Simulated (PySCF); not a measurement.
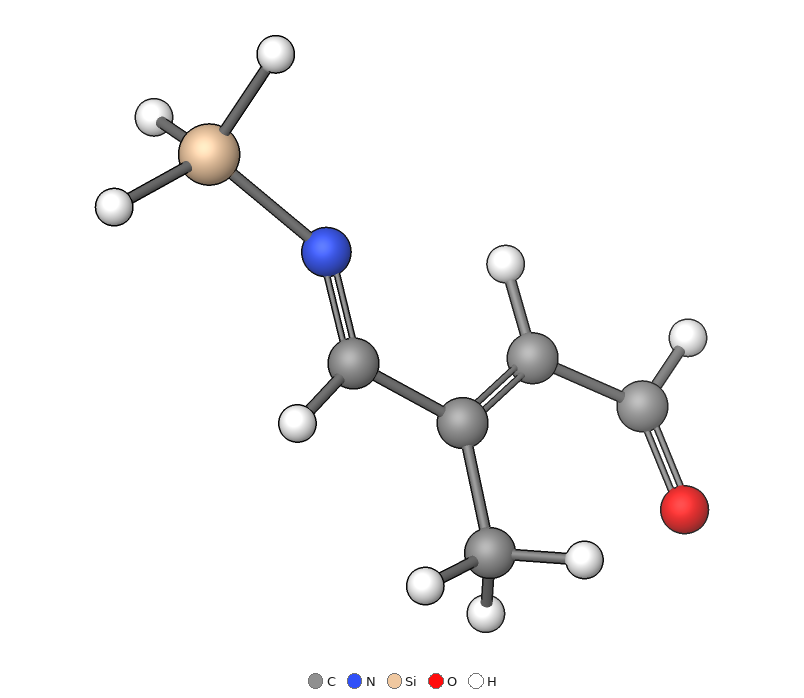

Computed geometry: GFN2-xTB optimisation. No frequency run is at hand to confirm it as a minimum. Level of theory: PBE0/pcSseg-1, gas phase (PySCF 2.14.0).

Predict the main results.

The species is C5H9NOSi (`CC(/C=N/[SiH3])=C\C=O`).
- dipole moment: 2.46 D
- HOMO energy (Kohn–Sham orbital): −7.36 eV
- LUMO energy (Kohn–Sham orbital): −2.77 eV
- HOMO–LUMO gap: 4.59 eV

The geometry is semi-empirical. Around Si such bond lengths and angles can be off by a tenth of an ångström or more and by several degrees, and values that hang on the shape move with them.
